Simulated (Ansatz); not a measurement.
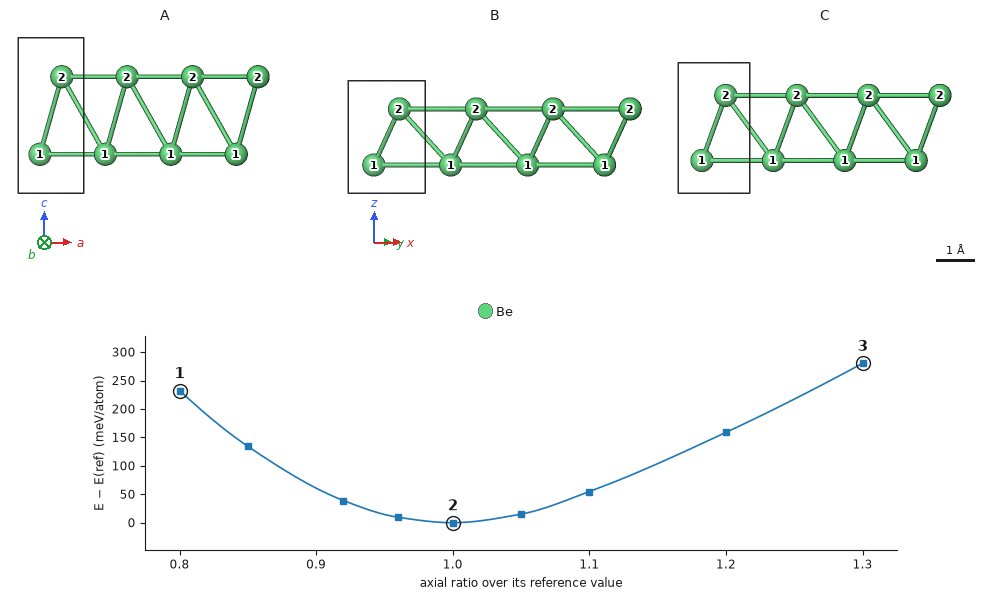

A scan of a crystal of Be (P6_3/mmc): the ratio of the cell's length along z to its lengths across, counted as 1 for the reference, is changed at fixed volume (a c/a path), with the atoms kept at their fractional coordinates. x, y and z are the Cartesian axes of the input. The frames are shuffled; the numbered points of the plot belong to them. Style: ball-and-stick. Shown: the cell of the calculation, repeated 4 × 3 × 1 with one cell outlined, along the b axis.

These are results of DFT LDA, scalar-relativistic, plane waves, PAW in Ansatz, not measurements. Settings: plane-wave cutoff 420 eV; k-point mesh 33 × 33 × 20; occupations gaussian; smearing width 0.15 eV; no spin polarisation. Energies (free energies at the smearing named) are counted from the relaxed crystal.

Which frame belongs to which numbered point?

Answer. Point 1 is frame B (the relative ratio 0.80, 232.3 meV/atom); 2 is frame C (the relative ratio 1.00, 0.0 meV/atom); 3 is frame A (the relative ratio 1.30, 280.2 meV/atom). Of the computed points the lowest is at the relative ratio 1.00, 0.0 meV/atom. At the ends of the scan the energy is 232.3 meV/atom (0.80) and 280.2 meV/atom (1.30). The distortion keeps the space group P6_3/mmc. At the relative ratio 1.30 the cell of the drawing goes a 2.226 → 2.040 Å, b 2.226 → 2.040 Å, c 3.517 → 4.189 Å.
